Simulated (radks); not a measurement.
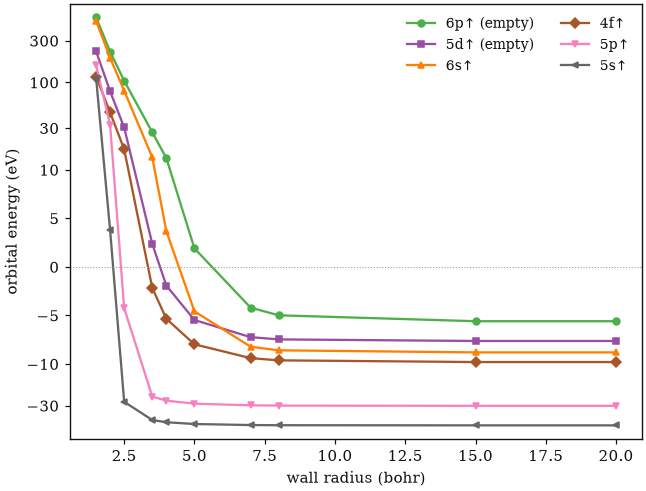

The samarium ion Sm⁺; electrons: [Xe] 4f6 6s1 (high spin). It is put inside a hard spherical wall of varying radius. Method: scalar-relativistic Kohn-Sham, PBE, spin-polarised, spherical densities, point nucleus; computed with the in-house radial solver radks. The plot shows the outer orbital energies (spin up), on a scale that is linear within ±10 eV and logarithmic beyond.

> Describe the level shifts under confinement.

The levels rise as the wall closes in: 6s↑ goes from −8.80 eV at 20 bohr to 507.6 eV at 1.5 bohr and passes zero between 5 and 4 bohr. On compression 5d↑ drops below 6s↑ between 7 and 5 bohr and 4f↑ drops below 5p↑ between 2 and 1.5 bohr; in each crossing pair the level of higher l rises less. The fastest to rise is 6p↑ (by 562.6 eV), the slowest 4f↑ (by 126.6 eV): the wall presses hardest on the most extended orbitals.
